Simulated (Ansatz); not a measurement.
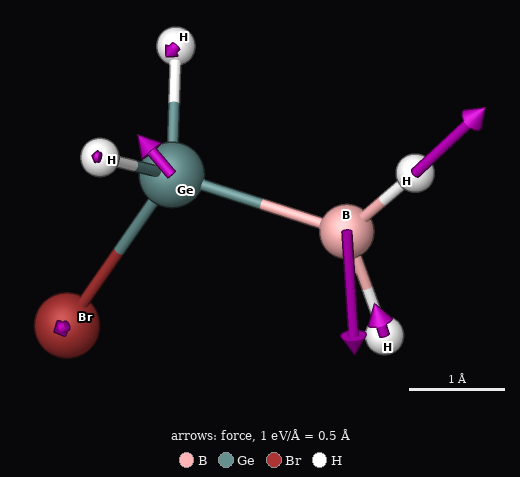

Starting geometry of BGeH4Br with the computed forces as purple arrows. A ball-and-stick model, seen at a tilt.

The run prepares an end point of a later path (hydrogen shift) calculation, from a guessed geometry.

All numbers below come from RKS B3LYP/def2-SVP in Ansatz.

The input:
```yaml
crystal:
  periodic: [false, false, false]
  atoms:
    - { symbol: B, position_ang: [-0.9969, -0.1486, -0.6758] }
    - { symbol: Ge, position_ang: [0.6094, -0.1119, 0.4611] }
    - { symbol: Br, position_ang: [1.5649, 2.001, 0.3953] }
    - { symbol: H, position_ang: [-1.6187, -1.075, -0.7973] }
    - { symbol: H, position_ang: [-1.3657, 0.8742, -1.2713] }
    - { symbol: H, position_ang: [0.228, -0.4486, 1.9194] }
    - { symbol: H, position_ang: [1.6401, -1.1592, -0.0771] }
basis:
  gaussian: { orbitals: def2-SVP }
hamiltonian:
  xc: b3lyp
relax:
  f_tol: 0.02
  max_steps: 50
output:
  orbitals: {}
```

Command:
```bash
ansatz run input.yaml --threads 2 --pin off --max-ram 3072MiB --backend cpu --events-out ev --progress --plain --runs-dir out
```

### Is this structure relaxed? If not, where do the atoms go?

It isn't relaxed: the largest force vector, on B1, is 2.92 eV/Å. The final displacements follow the starting forces only in part (cosine between the two patterns 0.47). The largest move after the best rigid fit is that of Br3, 0.12 Å. Largest moves by element: Br 0.12 Å, H 0.11 Å, B 0.10 Å, Ge 0.01 Å. Near-neighbour distances that change, for instance: B1–Ge2 1.968 → 2.068 Å, B1–H4 1.122 → 1.206 Å, B1–H5 1.240 → 1.202 Å, Ge2–Br3 2.320 → 2.350 Å. Among the angles between lasting bonds that change: B1–Ge2–H7 109.0° → 112.6°, Ge2–B1–H4 122.0° → 118.6°, Br3–Ge2–H6 109.1° → 106.0°. The energy falls by 21.0 kJ/mol in 3 geometry steps. The largest force component goes from 2.7 to 0.018 eV/Å.
